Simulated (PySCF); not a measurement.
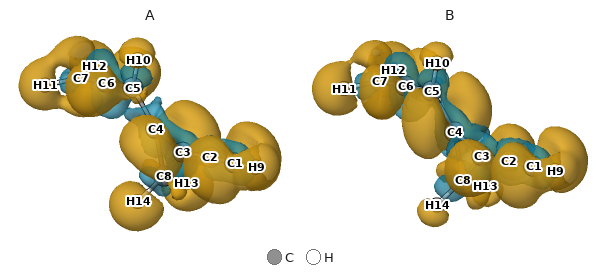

*C₈H₆, SMILES `C#CC1=C(C=C=C)C1`. The two Fukui functions at ±0.01 e/Å³ (yellow positive, teal negative).*

PySCF calculation, B3LYP/6-31+G*, gas phase; geometry: GFN2-xTB. No frequency check shows the geometry to be a minimum.

The calculation's input:

```python
import numpy as np
from pyscf import gto, scf, dft
from pyscf.scf import atom_ks, atom_hf
from scipy.linalg import block_diag

def solve(mol, dm0=None, hcore=None):
    mf = (dft.UKS if mol.spin else dft.RKS)(mol, xc='b3lyp')
    mf.grids.level = 3
    mf = mf.density_fit(auxbasis='def2-universal-jkfit')
    mf.conv_tol, mf.max_cycle = 1e-8, 80
    if hcore is not None:
        mf.get_hcore = lambda *args: hcore
    mf.kernel(dm0)
    if not mf.converged:
        mf = mf.newton().run(mf.mo_coeff, mf.mo_occ, max_cycle=30)
    assert mf.converged, 'SCF not converged'
    return mf

mol = gto.M(atom='''
C      3.70901     0.54439    -0.00018
C      2.55517     0.19402    -0.00046
C      1.25546    -0.24110     0.00012
C     -0.05028    -0.03921     0.00057
C     -1.15659     0.84335     0.00059
C     -2.40237     0.43068     0.00044
C     -3.62469     0.01702    -0.00037
C      0.37789    -1.47038     0.00025
H      4.70555     0.86947    -0.00160
H     -0.93585     1.90503     0.00063
H     -4.16710    -0.16419     0.91310
H     -4.16589    -0.16421    -0.91847
H      0.29140    -2.05934    -0.90744
H      0.29020    -2.05932     0.90801
''', basis='6-31+g*', charge=0, spin=0, verbose=4)
mf = solve(mol)
out = dict(e0=mf.e_tot, dm0=mf.make_rdm1(), c=mf.mo_coeff, occ=mf.mo_occ, eps=mf.mo_energy)
for name, dq, spin in [('cation', 1, 1), ('anion', -1, 1)]:
    ion = mol.copy().set(charge=mol.charge + dq, spin=spin).build()
    mi = solve(ion)
    if spin and dq > 0 and mol.nao < 130:
        c, _, stable, _ = mi.stability(return_status=True)
        if not stable:
            mi = solve(ion, mi.make_rdm1(c, mi.mo_occ))
    print(name, 'vertical energy change / eV', (mi.e_tot - mf.e_tot) * 27.211386)
    out.update({'e_' + name: mi.e_tot, 'dm_' + name: mi.make_rdm1(), 's2_' + name: mi.spin_square()[0], 'eps_' + name: mi.mo_energy, 'occ_' + name: mi.mo_occ})
# spherically averaged free atoms, for the promolecule
atm = atom_ks.get_atm_nrks(mol, xc='b3lyp')
pro = block_diag(*[(atm[a[0]][2] * atm[a[0]][3]) @ atm[a[0]][2].T for a in mol._atom])
np.savez('result.npz', pro=pro, **out)
```

Launched as:

```sh
OMP_NUM_THREADS=1 python input.py
```

The run took 3.8 min on 1 thread of AMD EPYC (Zen 3), on a shared host, peak memory 0.78 GiB.

Partitions, critical points and surface values were worked out afterwards from this run's density.

> Which panel is f⁻ (electron removed) and which f⁺ (electron added)?

A is f⁻, B is f⁺. f⁻ (Hirshfeld-condensed) is largest on C1 (0.17), C3 (0.10) and C6 (0.10); the vertical ionisation energy is 7.88 eV (the stability of the cation's solution wasn't checked). f⁺ (Hirshfeld-condensed) is largest on C1 (0.18) and C6 (0.10); the vertical electron affinity is 0.07 eV (the stability of the anion's solution wasn't checked; the anion's highest orbital has positive energy, so this value and f⁺ depend on the basis).

> What chemical potential and hardness follow from the two energies?

μ = −(I + A)/2 = −3.98 eV and η = I − A = 7.81 eV.
